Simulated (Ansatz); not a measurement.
# Calculations on SiPH$_{6}$OF

### Relaxation

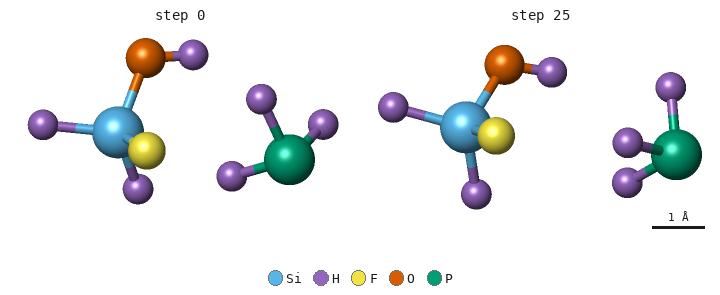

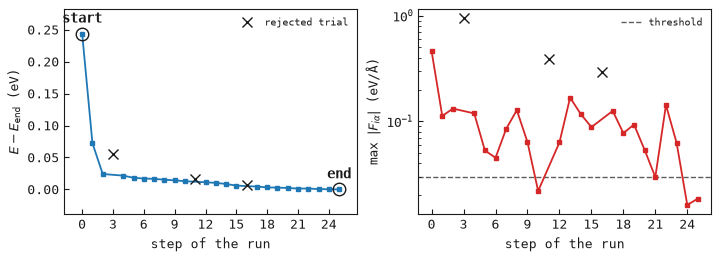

First and last geometry of a relaxation of SiPH6OF, with the history of the run. Style: ball-and-stick. Shown at a tilt.

The run prepares an end point of a later path (reaction) calculation, from a guessed geometry.

Method: RKS PBE0-D4/6-31G* (Ansatz 0.2.0).

Input
```yaml
crystal:
  periodic: [false, false, false]
  atoms:
    - { symbol: Si, position_ang: [-0.121553, 0.266578, 0.025064] }
    - { symbol: H, position_ang: [-0.158584, 0.232639, 1.493572] }
    - { symbol: F, position_ang: [1.43121, 0.298164, -0.392093] }
    - { symbol: H, position_ang: [-0.763107, 1.47755, -0.527236] }
    - { symbol: O, position_ang: [-0.92991, -0.995533, -0.650035] }
    - { symbol: H, position_ang: [-0.745412, -1.878824, -0.30759] }
    - { symbol: P, position_ang: [1.746951, -2.315876, 1.210536] }
    - { symbol: H, position_ang: [0.917991, -3.449398, 1.453983] }
    - { symbol: H, position_ang: [1.422818, -2.260039, -0.168269] }
    - { symbol: H, position_ang: [0.753195, -1.392761, 1.631168] }
basis:
  gaussian: { orbitals: "6-31G*" }
hamiltonian:
  xc: pbe0
  dispersion: d4
relax:
  f_tol: 0.03
  max_steps: 50
```

Run as
```bash
ansatz run input.yaml --threads 1 --pin off --max-ram 2048MiB --backend cpu --events-out ev --progress --plain --runs-dir out
```

**What do the curves and the structures tell?**

It converged. The atom that moves furthest after the best rigid fit is H9 (0.90 Å). Largest moves by element: H 0.90 Å, P 0.59 Å, F 0.37 Å, Si 0.26 Å, O 0.25 Å. Some distances before and after: Si1–H2 1.469 → 1.487 Å. Bond angles that change, for instance: H9–P7–H10 95.9° → 93.7°. The energy falls by 0.244 eV in 22 accepted moves (25 points after the start). Largest force component: 0.46 eV/Å at the start, 0.019 eV/Å at the end. The line search rejected the trial steps at points 3, 11, 16 of the run. The forces were under the threshold at step 10, but the run went on from there.

### Relaxation

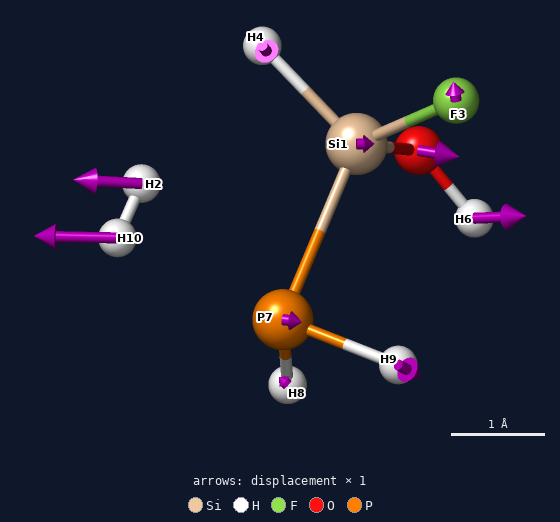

A relaxation of SiPH6OF. The starting structure is drawn; purple arrows show the displacements, at their true length. The two geometries are superimposed by the best rigid fit.

Style: ball-and-stick. Shown at a tilt.

The run prepares an end point of a later path (reaction) calculation, from a guessed geometry.

All numbers below come from RKS PBE0-D4/6-31G* in Ansatz.

Input file:
```yaml
crystal:
  periodic: [false, false, false]
  atoms:
    - { symbol: Si, position_ang: [0.341314, -0.396752, -0.301724] }
    - { symbol: H, position_ang: [-0.406757, -0.193486, 2.252143] }
    - { symbol: F, position_ang: [1.113587, -0.125795, -1.691467] }
    - { symbol: H, position_ang: [0.069858, 0.918208, 0.312405] }
    - { symbol: O, position_ang: [-1.145954, -1.051456, -0.563178] }
    - { symbol: H, position_ang: [-1.173274, -1.975565, -0.841977] }
    - { symbol: P, position_ang: [1.73536, -1.633685, 0.875606] }
    - { symbol: H, position_ang: [0.766394, -2.567768, 1.331453] }
    - { symbol: H, position_ang: [2.168503, -2.433492, -0.219187] }
    - { symbol: H, position_ang: [0.084568, -0.557708, 2.615024] }
basis:
  gaussian: { orbitals: "6-31G*" }
hamiltonian:
  xc: pbe0
  dispersion: d4
relax:
  f_tol: 0.03
  max_steps: 50
```

Launched with:
```bash
ansatz run input.yaml --threads 1 --pin off --max-ram 2048MiB --backend cpu --events-out ev --progress --plain --runs-dir out
```

Q: Which element moves most?

A: Hydrogen: up to 0.91 Å, against 0.47 Å for oxygen.

Q: Describe the change and its energy.

A: The largest move after the best rigid fit is that of H10, 0.91 Å. Largest moves by element: H 0.91 Å, O 0.47 Å, P 0.22 Å, F 0.22 Å, Si 0.20 Å. Near-neighbour distances that change, for instance: Si1–P7 2.204 → 2.250 Å, H2–H10 0.711 → 0.745 Å. Groups turn about Si1–P7 by about 25°. After 19 geometry steps the energy has fallen by 3.86 kcal/mol. Largest force component: 1 eV/Å at the start, 0.024 eV/Å at the end.

Limits of the set-up: the start holds two separate molecules, 2.3 Å apart at their closest, whose relative position is a soft coordinate.

### Path

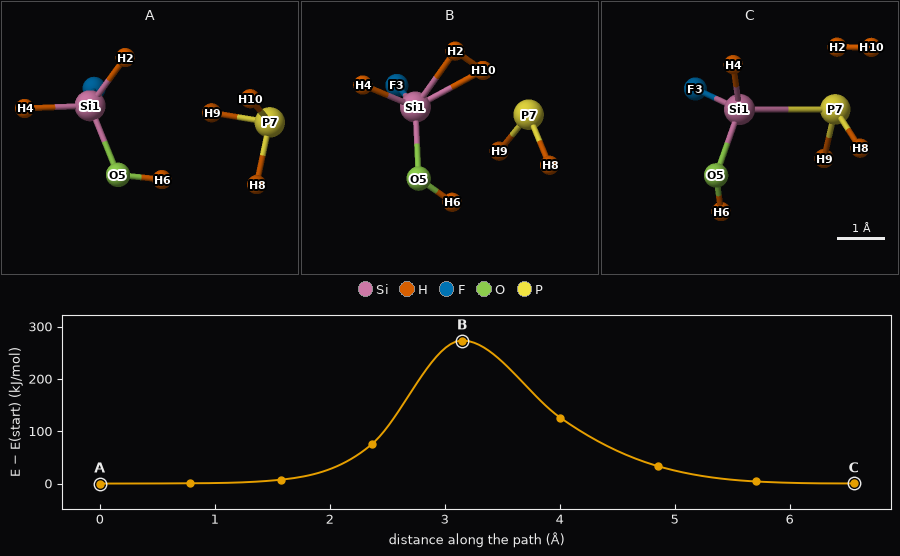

A search for the minimum-energy path of SiPH₆OF, made up at the start of SiH$_{3}$OF and PH₃ by the nudged elastic band. Images are numbered from 0 (start) to 8 (end). Frames A to C are images 0, 4, 8. The picture is a ball-and-stick view, seen at a tilt.

These are results of Ansatz, RKS PBE0-D4/6-31G*, not measurements. Run with 7 movable images; climbing image; force threshold 0.05 eV/Å; iteration limit 58; starting path through a guess of the saddle point.

### Read off the barrier and say what moves.

The two ends have nearly the same energy, and the highest point, image 4, lies 273.4 kJ/mol above the start. Breaking: P7–H10 (1.42 → 1.88 at the top → 3.58 Å), Si1–H2 (1.49 → 1.70 at the top → 3.46 Å). Forming: H2–H10 (2.98 → 0.97 at the top → 0.74 Å), Si1–P7 (4.15 → 2.69 at the top → 2.25 Å). The band is converged. At the top, the vibrational analysis gives one imaginary mode (1317i cm⁻¹), as a transition state must have.

Limits of the set-up: the start holds two separate molecules, 2.4 Å apart at their closest, whose relative position is a soft coordinate.

Cost: 8.4 min on 1 thread of Arm Neoverse V1 (shared host), peak memory 0.16 GiB.
